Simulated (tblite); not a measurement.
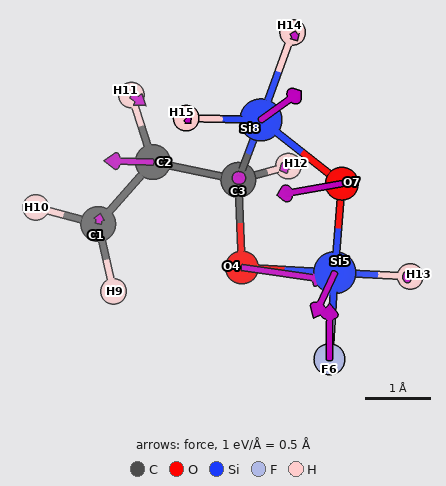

Starting geometry of C3H7FO2Si2 with the computed forces as purple arrows. A ball-and-stick model, seen at a tilt.

The calculation used tblite, GFN2-xTB geometry optimisation, gas phase. 

What follows when this structure is relaxed?

It isn't relaxed: the largest force vector, on O7, is 3.11 eV/Å. The final displacements have little in common with the starting forces (cosine between the two patterns 0.24). The energy falls by 97.4 kJ/mol in 84 geometry steps. The largest move after the best rigid fit is that of F6, 1.00 Å. Largest moves by element: F 1.00 Å, O 0.98 Å, H 0.74 Å, C 0.42 Å, Si 0.19 Å. Some distances before and after: O7–Si8 1.740 → 1.627 Å, C3–Si8 1.859 → 1.947 Å, O4–Si5 1.695 → 1.608 Å, Si5–F6 1.683 → 1.598 Å. Among the angles between lasting bonds that change: C3–O4–Si5 103.0° → 118.8°, Si5–O7–Si8 100.9° → 116.5°, H14–Si8–H15 110.8° → 118.1°. Groups turn about C3–O4 by about 50°, O4–Si5 by about 45°, C3–Si8 by about 40°. The run took 0.66 s on 1 thread of Arm Neoverse V1 (shared host).
